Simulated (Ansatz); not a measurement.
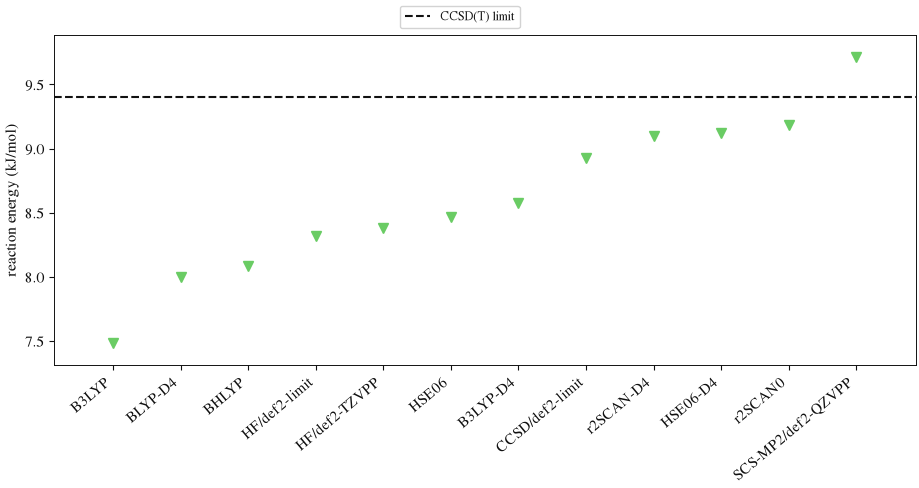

Electronic reaction energy of SnSi₂H₈ ([SiH3][SiH2][SnH3]) + CH₆Si (C[SiH3]) → CH₈SiSn (C[SiH2][SnH3]) + Si₂H₆ ([SiH3][SiH3]) (SMILES in brackets) at several levels (functionals in def2-TZVPP unless a basis is named), isolated molecules at PBE0-D4 triple-zeta geometries, minima by their frequencies, no zero-point or thermal terms, the Ansatz code. The line is frozen-core CCSD(T) at the basis limit (MP2 extrapolated from triple and quadruple zeta, plus CCSD(T) less MP2 in a smaller set). No dispersion term is added to B3LYP, BHLYP, HSE06 and r2SCAN0. The distance of SCS-MP2/def2-QZVPP to the limit includes basis error. Core potentials past Kr.

What do zero-point energy and temperature add?

Answer. Zero-point change −0.3 kJ/mol; at 298.15 K and 1 bar the CCSD(T) limit plus thermal terms gives an enthalpy of reaction of 8.9 and a free energy of 11.2 kJ/mol (harmonic PBE0-D4 modes, ideal gas).

Give the values.

Answer.
```csv
level,kJ/mol,less CCSD(T) limit
B3LYP,7.5,−1.9
BLYP-D4,8.0,−1.4
BHLYP,8.1,−1.3
HF/def2-limit,8.3,−1.1
HF/def2-TZVPP,8.4,−1.0
HSE06,8.5,−0.9
B3LYP-D4,8.6,−0.8
CCSD/def2-limit,8.9,−0.5
r2SCAN-D4,9.1,−0.3
HSE06-D4,9.1,−0.3
r2SCAN0,9.2,−0.2
SCS-MP2/def2-QZVPP,9.7,0.3
CCSD(T) limit,9.4,0.0
```

Caveats: outer-core shells are correlated without core-valence functions, which makes the correlated values less sure; spin-orbit coupling is left out, and with Sn it can shift these values.
